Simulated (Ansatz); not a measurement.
## SiH₅ClO: nudged elastic band

System: SiH₅ClO.
Method: RKS B3LYP-D4/def2-SVP (Ansatz 0.2.0).

One setting was made poor on purpose. It belongs to a series of runs on one base structure; here: band between the two ends. Figures and captions count atoms from 1; the log counts them from 0 in places.

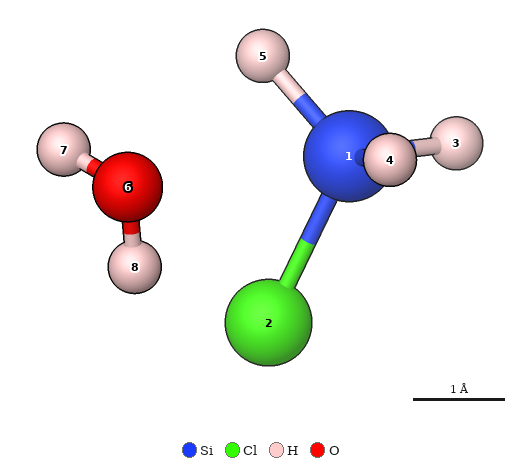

The starting structure (ball-and-stick view, seen at a tilt; atoms are numbered from 1 in the order of the input).

Input file
```yaml
crystal:
  periodic: [false, false, false]
  atoms:
    - { symbol: Si, position_ang: [0.360141, 0.040576, -0.06094] }
    - { symbol: Cl, position_ang: [0.309289, -0.140777, 2.03053] }
    - { symbol: H, position_ang: [1.803486, 0.04685, -0.427676] }
    - { symbol: H, position_ang: [-0.264369, 1.319975, -0.468305] }
    - { symbol: H, position_ang: [-0.287259, -1.144055, -0.675021] }
    - { symbol: O, position_ang: [-2.603072, 0.030072, 0.745739] }
    - { symbol: H, position_ang: [-2.816344, -0.913741, 0.722542] }
    - { symbol: H, position_ang: [-2.158873, 0.1314, 1.600831] }
basis:
  gaussian: { orbitals: def2-SVP }
hamiltonian:
  xc: b3lyp
  dispersion: d4
neb:
  order_check: false
  images: 5
  f_tol: 0.5
  max_iterations: 60
  final_atoms:
    - { symbol: Si, position_ang: [-0.29269369, -0.09779359, -0.50508278] }
    - { symbol: Cl, position_ang: [-0.71149958, 0.83899922, 3.19378368] }
    - { symbol: H, position_ang: [0.89416372, -0.89513096, -0.08544415] }
    - { symbol: H, position_ang: [-0.02817711, 1.35453341, -0.3794002] }
    - { symbol: H, position_ang: [-0.6331045, -0.4501864, -1.91442392] }
    - { symbol: O, position_ang: [-1.61927236, -0.40147444, 0.4990813] }
    - { symbol: H, position_ang: [-1.96708283, -1.30239235, 0.51662146] }
    - { symbol: H, position_ang: [-1.29933465, 0.3237451, 2.14256461] }
  initial_path:
    images:
      - { positions_ang: [[0.360141, 0.040576, -0.06094], [0.309289, -0.140777, 2.03053], [1.803486, 0.04685, -0.427676], [-0.264369, 1.319975, -0.468305], [-0.287259, -1.144055, -0.675021], [-2.603072, 0.030072, 0.745739], [-2.816344, -0.913741, 0.722542], [-2.158873, 0.1314, 1.600831]] }
      - { positions_ang: [[0.24198781, 0.02880707, -0.03715337], [0.19599863, -0.09251055, 2.18373814], [1.66546013, 0.03635087, -0.43698118], [-0.40402598, 1.2773062, -0.4739739], [-0.41360472, -1.15962675, -0.61210085], [-2.36278079, 0.01722384, 0.69954984], [-2.68235208, -0.82308217, 0.49093117], [-1.897684, 0.0858315, 1.65369014]] }
      - { positions_ang: [[0.12383461, 0.01703814, -0.01336675], [0.08270827, -0.04424411, 2.33694628], [1.52743427, 0.02585174, -0.44628636], [-0.54368297, 1.2346374, -0.47964279], [-0.53995044, -1.1751985, -0.54918069], [-2.12248958, 0.00437568, 0.65336069], [-2.54836016, -0.73242334, 0.25932034], [-1.63649501, 0.04026299, 1.70654929]] }
      - { positions_ang: [[0.00568142, 0.00526921, 0.01041988], [-0.0305821, 0.00402234, 2.49015442], [1.3894084, 0.01535262, -0.45559154], [-0.68333995, 1.1919686, -0.48531169], [-0.66629616, -1.19077025, -0.48626054], [-1.88219837, -0.00847248, 0.60717153], [-2.41436823, -0.64176452, 0.02770951], [-1.37530601, -0.00530551, 1.75940843]] }
      - { positions_ang: [[-0.09377695, -0.02908506, -0.16141434], [-0.25755459, 0.28234796, 2.7246975], [1.22432684, -0.28814191, -0.33220908], [-0.46495234, 1.24615687, -0.45000786], [-0.65523227, -0.94390897, -0.962315], [-1.79455637, -0.13947314, 0.57114146], [-2.2652731, -0.86197379, 0.19068016], [-1.34998222, 0.10437803, 1.88712716]] }
      - { positions_ang: [[-0.19323532, -0.06343933, -0.33324856], [-0.48452709, 0.56067359, 2.95924059], [1.05924528, -0.59163644, -0.20882661], [-0.24656472, 1.30034514, -0.41470403], [-0.64416839, -0.69704768, -1.43836946], [-1.70691436, -0.27047379, 0.53511138], [-2.11617797, -1.08218307, 0.35365081], [-1.32465844, 0.21406156, 2.01484588]] }
      - { positions_ang: [[-0.29269369, -0.09779359, -0.50508278], [-0.71149958, 0.83899922, 3.19378368], [0.89416372, -0.89513096, -0.08544415], [-0.02817711, 1.35453341, -0.3794002], [-0.6331045, -0.4501864, -1.91442392], [-1.61927236, -0.40147444, 0.4990813], [-1.96708283, -1.30239235, 0.51662146], [-1.29933465, 0.3237451, 2.14256461]] }
```

Machine: 1 thread of Arm Neoverse V1, 24 GiB of memory available, shared host.

Launch command:
```bash
ansatz run input.yaml --threads 1 --pin off --max-ram 2048MiB --backend cpu --events-out ev --progress --plain --runs-dir out
```

Output
```
Engine: ansatz 0.2.0, aarch64-unknown-linux-gnu
Functional definition: B3LYP
  parameter a0 = 0.2
  parameter ax = 0.72
  parameter ac = 0.81
  exchange = (1 - a0 - ax)*slater_x + ax*b88_x + a0*exact_x
  correlation = (1 - ac)*vwn_rpa_c + ac*lyp_c
769 factors; integrals over basis functions are off by at most 2.2e-4 eV
mean field evaluation 1: about -22518.7931 eV, gradient 4.8e1 eV
mean field evaluation 2: about -22513.0573 eV, gradient 7.3e1 eV
mean field evaluation 4: about -22522.7536 eV, gradient 1.0e0 eV
mean field evaluation 8: about -22522.7556 eV, gradient 1.5e-2 eV
mean field -22522.75562305 eV, -827.6960026751 hartree, gradient 9.8e-6 eV, S^2 0.000000; 0 other end points of the search recorded, 0 dependent functions left out
the calculation of the forces begins
reference -22522.75584959 eV, -827.6960110002 hartree; 22, 22 occupied and 53, 53 virtual orbitals, 769 factors
771 factors; integrals over basis functions are off by at most 9.5e-4 eV
mean field evaluation 16: about -22511.7341 eV, gradient 7.8e1 eV
mean field -22522.77600542 eV, -827.6967517131 hartree, gradient 3.1e-5 eV, S^2 0.000000; 0 other end points of the search recorded, 0 dependent functions left out
[... from here on the field's lines of each further geometry are left out, up to the last ...]
NEB iter   1: max|band force component| = 3.744e0 eV/Å  barrier→ = 2.9000 eV  barrier← = 2.9026 eV  Δτ_max = 0.2000 Å  (164 SCF iters)
NEB iter   2: max|band force component| = 2.117e0 eV/Å  barrier→ = 1.6949 eV  barrier← = 1.6975 eV  Δτ_max = 0.2000 Å  (133 SCF iters)
NEB iter   3: max|band force component| = 2.933e0 eV/Å  barrier→ = 1.3577 eV  barrier← = 1.3604 eV  Δτ_max = 0.1017 Å  (132 SCF iters)
NEB iter   4: max|band force component| = 8.800e-1 eV/Å  barrier→ = 1.2794 eV  barrier← = 1.2821 eV  Δτ_max = 0.1983 Å  (126 SCF iters)
NEB iter   5: max|band force component| = 9.005e-1 eV/Å  barrier→ = 1.1541 eV  barrier← = 1.1567 eV  Δτ_max = 0.0986 Å  (124 SCF iters)
NEB iter   6: max|band force component| = 9.765e-1 eV/Å  barrier→ = 1.0109 eV  barrier← = 1.0135 eV  Δτ_max = 0.0498 Å  (120 SCF iters)
NEB iter   7: max|band force component| = 7.790e-1 eV/Å  barrier→ = 0.9014 eV  barrier← = 0.9040 eV  Δτ_max = 0.0502 Å  (114 SCF iters)
NEB iter   8: max|band force component| = 6.105e-1 eV/Å  barrier→ = 0.8927 eV  barrier← = 0.8953 eV  Δτ_max = 0.0502 Å  (115 SCF iters)
the calculation of the forces begins
reference -22522.76323667 eV, -827.6962824705 hartree; 22, 22 occupied and 53, 53 virtual orbitals, 771 factors
769 factors; integrals over basis functions are off by at most 9.9e-4 eV
mean field evaluation 416: about -22521.8535 eV, gradient 2.3e-3 eV
mean field -22521.85347275 eV, -827.6628492630 hartree, gradient 6.8e-5 eV, S^2 0.000000; 1 other end points of the search recorded, 0 dependent functions left out
the calculation of the forces begins
reference -22521.85369827 eV, -827.6628575508 hartree; 22, 22 occupied and 53, 53 virtual orbitals, 769 factors
NEB iter   9: max|band force component| = 4.333e-1 eV/Å  barrier→ = 0.8841 eV  barrier← = 0.8867 eV  CI = image 2  Δτ_max = 0.0000 Å  (231 SCF iters)
```

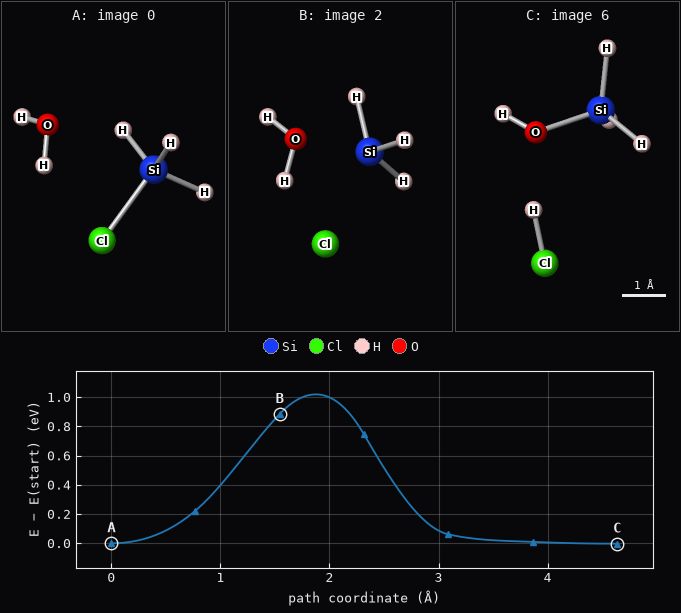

Images of the last band (counted from 0; ball-and-stick, seen at a tilt) above the energy along the path; the line is a cubic interpolation that uses the forces. The highest image is number 2, 0.884 eV above the start and 0.887 eV above the end (the climbing image); the end lies 0.003 eV below the start. The path is 4.64 Å long. The band converged in 9 iterations.

```
Total energy: -22522.08136456 eV, -827.6712241324 hartree
Atom 0 at    -0.120771     0.043385    -0.075413 Å, force     0.259805     0.029513     0.323721 eV/Å
Atom 1 at     0.099993     0.231616     2.329287 Å, force     0.205616    -0.008902    -0.401190 eV/Å
Atom 2 at     1.327080    -0.271781    -0.030181 Å, force     0.194801     0.007853    -0.159030 eV/Å
Atom 3 at    -0.339790     1.404662    -0.615996 Å, force     0.017560     0.029770     0.108606 eV/Å
Atom 4 at    -0.602196    -0.979859    -1.076243 Å, force    -0.039120    -0.004874     0.213958 eV/Å
Atom 5 at    -1.964474    -0.093661     0.704278 Å, force    -0.223751     0.010640     0.116495 eV/Å
Atom 6 at    -2.407304    -0.946437     0.568082 Å, force    -0.002307    -0.020993     0.013124 eV/Å
Atom 7 at    -1.649539    -0.017624     1.663887 Å, force    -0.412605    -0.043008    -0.215685 eV/Å
Dipole moment:    -0.595485    -0.344897    -0.241282 e Å
this run last wrote the band of iteration 9 to [file]
```

The last band as extended XYZ (Å, eV, eV/Å)
```
8
Properties=species:S:1:pos:R:3:forces:R:3 image=0 energy=-22522.96519
Si    0.3601    0.0406   -0.0609   -0.0056   0.0079  -0.0198
Cl    0.3093   -0.1408    2.0305    0.0093  -0.0030   0.0115
H     1.8035    0.0469   -0.4277   -0.0061   0.0000   0.0042
H    -0.2644    1.3200   -0.4683    0.0015  -0.0113   0.0076
H    -0.2873   -1.1441   -0.6750    0.0034   0.0006   0.0011
O    -2.6031    0.0301    0.7457   -0.0103  -0.0284  -0.0069
H    -2.8163   -0.9137    0.7225    0.0060   0.0218  -0.0057
H    -2.1589    0.1314    1.6008    0.0018   0.0123   0.0080
8
Properties=species:S:1:pos:R:3:forces:R:3 image=1 energy=-22522.74203
Si    0.1232    0.0618   -0.0267    0.2241   0.0149   0.0408
Cl    0.2069    0.0502    2.1201    0.0851  -0.1318  -0.2039
H     1.5726   -0.1429   -0.2537    0.2262   0.1188  -0.2083
H    -0.2956    1.3904   -0.5330    0.0277  -0.0211   0.0732
H    -0.5250   -1.0564   -0.7721    0.0571  -0.0515   0.2719
O    -2.2867   -0.0077    0.7253   -0.2745   0.0858   0.0498
H    -2.5181   -0.9348    0.5742   -0.0813  -0.0205   0.0376
H    -1.9342    0.0097    1.6336   -0.2645   0.0054  -0.0610
8
Properties=species:S:1:pos:R:3:forces:R:3 image=2 energy=-22522.08114
Si   -0.1208    0.0434   -0.0754    0.2598   0.0295   0.3237
Cl    0.1000    0.2316    2.3293    0.2056  -0.0089  -0.4012
H     1.3271   -0.2718   -0.0302    0.1948   0.0079  -0.1590
H    -0.3398    1.4047   -0.6160    0.0176   0.0298   0.1086
H    -0.6022   -0.9799   -1.0762   -0.0391  -0.0049   0.2140
O    -1.9645   -0.0937    0.7043   -0.2238   0.0106   0.1165
H    -2.4073   -0.9464    0.5681   -0.0023  -0.0210   0.0131
H    -1.6495   -0.0176    1.6639   -0.4126  -0.0430  -0.2157
8
Properties=species:S:1:pos:R:3:forces:R:3 image=3 energy=-22522.21710
Si   -0.3002    0.0188   -0.2944   -0.3462  -0.0988  -0.1545
Cl   -0.0798    0.2331    2.6644   -0.2087   0.1362   0.4841
H     1.1076   -0.2453    0.1064   -0.3158  -0.1936   0.2716
H    -0.3751    1.4140   -0.7391   -0.0497   0.2365  -0.1820
H    -0.6201   -1.0030   -1.3009   -0.0388  -0.1163  -0.5590
O    -1.7909   -0.1454    0.6525    0.2737   0.0362  -0.3871
H    -2.3477   -0.9259    0.5281    0.0967  -0.1391  -0.1468
H    -1.2506    0.0240    1.8507    0.5888   0.1388   0.6736
8
Properties=species:S:1:pos:R:3:forces:R:3 image=4 energy=-22522.90388
Si   -0.3584   -0.0003   -0.4651   -0.0708  -0.0104  -0.0257
Cl   -0.2144    0.2577    3.1194    0.0064   0.0409   0.1761
H     0.9062   -0.2954    0.2495   -0.0217  -0.0475   0.0475
H    -0.3392    1.4007   -0.9484    0.0010   0.0356  -0.0655
H    -0.5329   -0.9655   -1.5816   -0.0009  -0.0040  -0.1453
O    -1.6999   -0.1773    0.5589    0.0261  -0.0097  -0.0374
H    -2.3238   -0.8878    0.3671    0.0272  -0.0153  -0.0170
H    -1.0944    0.0382    2.1680    0.0328   0.0103   0.0673
8
Properties=species:S:1:pos:R:3:forces:R:3 image=5 energy=-22522.95552
Si   -0.3261   -0.0445   -0.5109    0.0057  -0.0069  -0.0071
Cl   -0.4922    0.5291    3.2571   -0.0006   0.0097   0.0093
H     0.9101   -0.6004    0.1036   -0.0009  -0.0136  -0.0050
H    -0.1945    1.4191   -0.7075    0.0041   0.0042   0.0103
H    -0.5734   -0.7306   -1.8124   -0.0045   0.0106  -0.0109
O    -1.6679   -0.2725    0.4934   -0.0087   0.0060   0.0155
H    -2.1212   -1.1233    0.4414    0.0144  -0.0141   0.0053
H    -1.1918    0.1933    2.2029   -0.0097   0.0042  -0.0175
8
Properties=species:S:1:pos:R:3:forces:R:3 image=6 energy=-22522.96784
Si   -0.2927   -0.0978   -0.5051   -0.0103  -0.0076  -0.0076
Cl   -0.7115    0.8390    3.1938   -0.0041  -0.0010  -0.0059
H     0.8942   -0.8951   -0.0854    0.0013   0.0023   0.0021
H    -0.0282    1.3545   -0.3794    0.0006  -0.0003   0.0008
H    -0.6331   -0.4502   -1.9144    0.0009   0.0039   0.0082
O    -1.6193   -0.4015    0.4991    0.0124   0.0030  -0.0102
H    -1.9671   -1.3024    0.5166   -0.0033   0.0016   0.0048
H    -1.2993    0.3237    2.1426    0.0026  -0.0019   0.0077
```

Results in brief

| quantity | value |
| --- | --- |
| outcome | converged |
| barrier, forward | 0.884 eV |
| barrier, backward | 0.887 eV |
| wall time | 1.9 min |
| peak memory | 0.17 GiB |

Notes

A deliberately poor setting: loose force. The order of the saddle point was not checked.
